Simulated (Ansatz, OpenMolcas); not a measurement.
## How methods differ on C2H5GeN (SMILES C1=[N][GeH2][CH2]1)

The species is C2H5GeN (9 atoms), meant as a singlet with charge 0. SMILES: `C1=[N][GeH2][CH2]1`. The coordinates come from a PBE0-D4/def2-TZVP relaxation.

Quantity: the vertical energy of the triplet above the singlet, in eV. The values are calculated.

```json
{"level": "SVWN5/def2-SVP", "kind": "LDA", "program": "OpenMolcas", "value (eV)": "4.07"}
{"level": "M06-L/def2-SVP", "kind": "meta-GGA", "program": "OpenMolcas", "value (eV)": "3.91"}
{"level": "BHLYP/def2-SVP", "kind": "global hybrid", "program": "OpenMolcas", "value (eV)": "3.85"}
{"level": "M06-2X/def2-SVP", "kind": "hybrid meta-GGA", "program": "OpenMolcas", "value (eV)": "4.08"}
{"level": "CAM-B3LYP/def2-SVP", "kind": "range-separated hybrid", "program": "Ansatz", "value (eV)": "3.95"}
{"level": "RPA@PBE/def2-SVP", "kind": "RPA", "program": "Ansatz", "value (eV)": "4.24"}
{"level": "MP2/def2-SVP", "kind": "perturbation theory", "program": "Ansatz", "value (eV)": "4.47"}
{"level": "CCSD/def2-SVP", "kind": "coupled cluster or CI", "program": "Ansatz", "value (eV)": "4.17"}
```

All-electron rows without a relativistic Hamiltonian named are non-relativistic. The values span 3.85 to 4.47 eV. In the correlated wave-function rows the outer d shell of Ge is correlated, in sets not made for it.

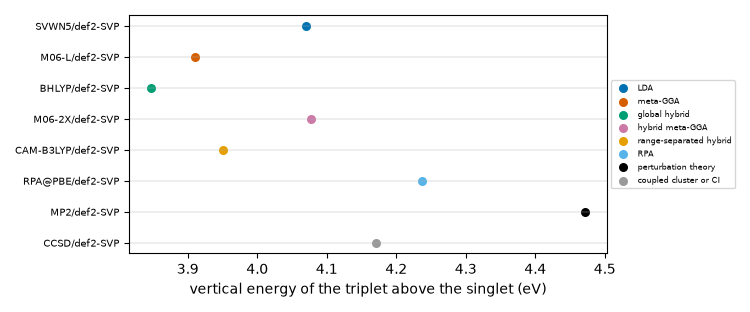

The values of the table, level by level.
